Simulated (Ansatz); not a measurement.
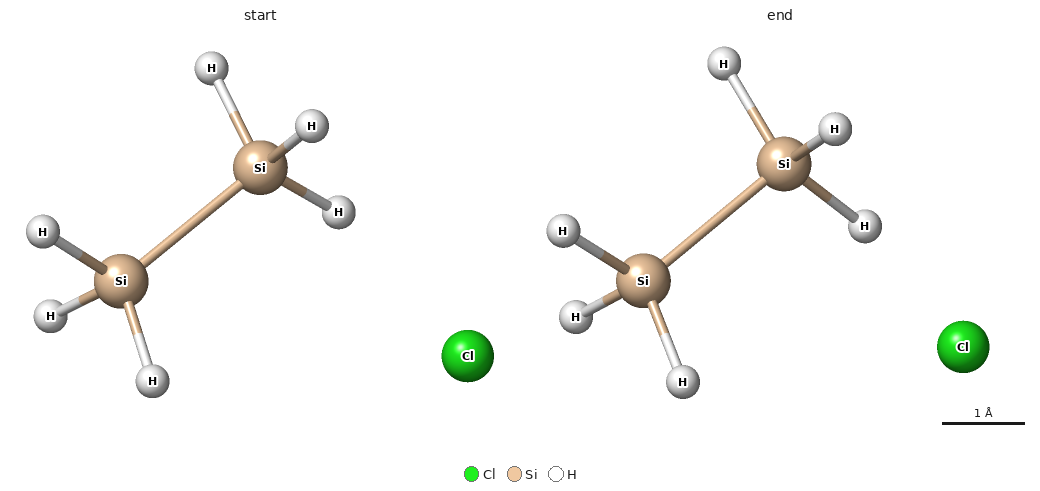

The structure of Si2H6Cl (charge −1) before (left) and after (right) a relaxation, at one scale.

A ball-and-stick model, seen at a tilt.

The run prepares the start of a later molecular dynamics calculation, from a guessed geometry.

The calculation used RKS PBE0/def2-SVP in Ansatz. Set-up: no spin polarisation; force threshold 0.02 eV/Å; at most 40 steps.

Q: What changed between the two?

A: The Cl atom moves most after the best rigid fit: 0.38 Å. By element the largest moves are Cl 0.38 Å, H 0.21 Å, Si 0.09 Å. Some distances before and after: Cl–H 2.513 → 1.984 Å, H–Si 1.439 → 1.573 Å, Si–Si 2.299 → 2.347 Å, H–Si 1.466 → 1.500 Å. Bond angles that change, for instance: H–Si–H 110.0° → 121.6°, Si–Si–H 115.9° → 109.6°, Si–Si–H 107.7° → 103.2°. After 5 accepted moves (6 points after the start) the energy has fallen by 25.5 kJ/mol. Largest force component: 1.5 eV/Å at the start, 0.014 eV/Å at the end. The line search rejected the trial step at point 4 of the run. Cost: 13 s on 2 threads of Arm Neoverse N1, on a shared host, peak memory 0.14 GiB.

Limits of the set-up: the start holds two separate molecules, 2.5 Å apart at their closest, whose relative position is a soft coordinate and is computed without a dispersion correction; the basis has no diffuse functions, which an anion needs.
